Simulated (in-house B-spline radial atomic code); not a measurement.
The Rb⁺ ion in the configuration [Kr]. Theory: Dirac-Hartree-Fock, average of configuration, Fermi nucleus, basis-set limit (computed with an in-house B-spline radial code).

```
Z = 37
electrons = 36.0
configuration = [Ar] 3d10 4s2 4p6
hamiltonian = dirac
method = hf
spin_polarised = False
nucleus = fermi
rms_radius = 4.2036
mass_number = 85
atomic_mass = 84.91178973604
speed_of_light = 137.035999084
```

Wanted: the electron density ρ(r) on a logarithmic scale.

The density falls from 46000 electrons/bohr³ at the inner end (r = 0.00054 bohr) to 0.001 at r = 3.63 bohr, a common measure of the size of an atom or ion. The steps in the slope mark the shells; the radial density has its minima at 0.059 and 0.26 bohr.

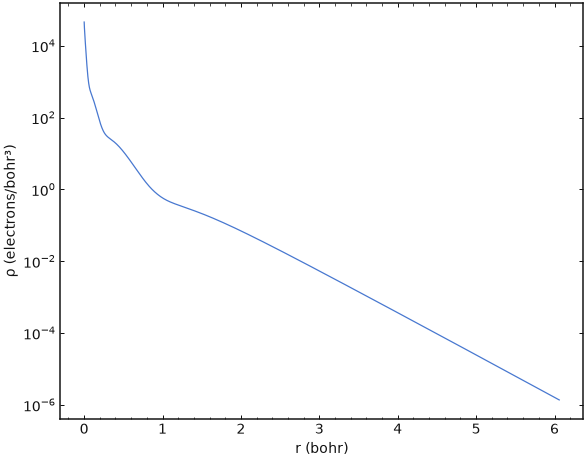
